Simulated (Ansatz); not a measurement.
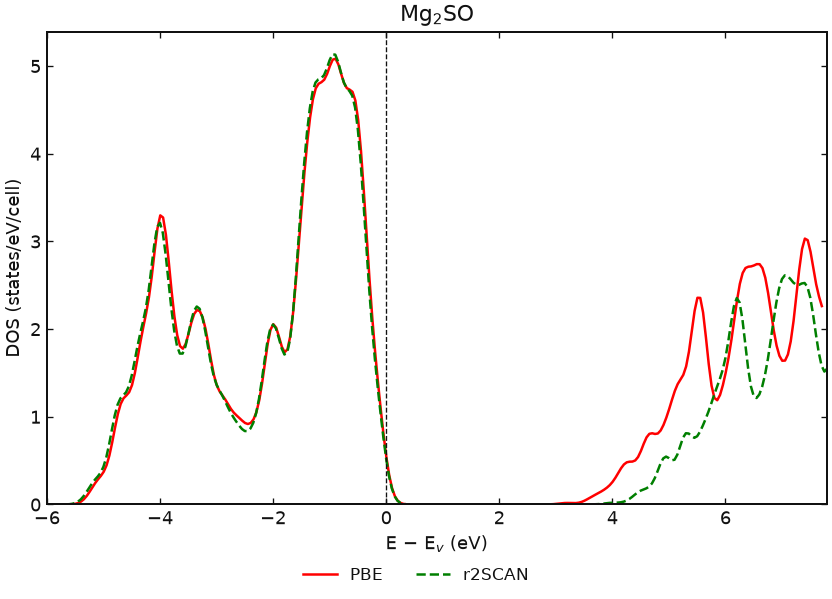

Total densities of states of Mg2SO, space group P4/mmm (No. 123), 4 atoms in the cell, by two methods on the same cell. The curves are built from the levels of the k mesh with Gaussians 0.3 eV wide, which also blur the band edges. Each is counted from its own valence-band top.

> How do the methods compare?

PBE gives a gap of 3.19 eV and r2SCAN gives a gap of 3.98 eV.

Settings. PBE: DFT, PBE, plane waves, PAW, no spin polarisation, 8×8×6 k mesh, 420 eV cutoff (Ansatz). r2SCAN: DFT, r2SCAN, plane waves, PAW, no spin polarisation, 8×8×6 k mesh, 500 eV cutoff (Ansatz 0.2.0).
